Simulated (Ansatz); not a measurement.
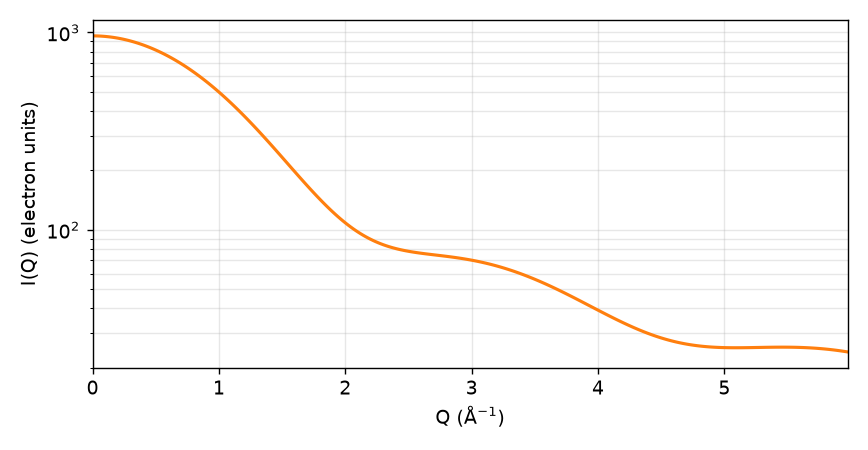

Elastic X-ray scattering of a randomly oriented, rigid molecule, calculated with the Debye equation from neutral-atom form factors (independent atoms, no Compton part, no vibration). The geometry is the end point of an optimisation (RKS CAM-B3LYP-D4/def2-SVP (Ansatz 0.2.0)); it may be a saddle point or a higher isomer. It contains N, C, O, H.

> How many electrons does the independent-atom model of the molecule hold?

I(0) is the square of the electron number: I(0) = 961, so about 31 electrons, the count of CH2NO2 counted as neutral atoms.

> What radius of gyration does the initial fall-off give?

From I(Q) ≈ I(0) exp(−Q²R²/3) at small Q, R ≈ 1.41 Å. It is larger than the electron-weighted radius of the nuclear positions alone (1.23 Å), because each atom's electron cloud adds to it.
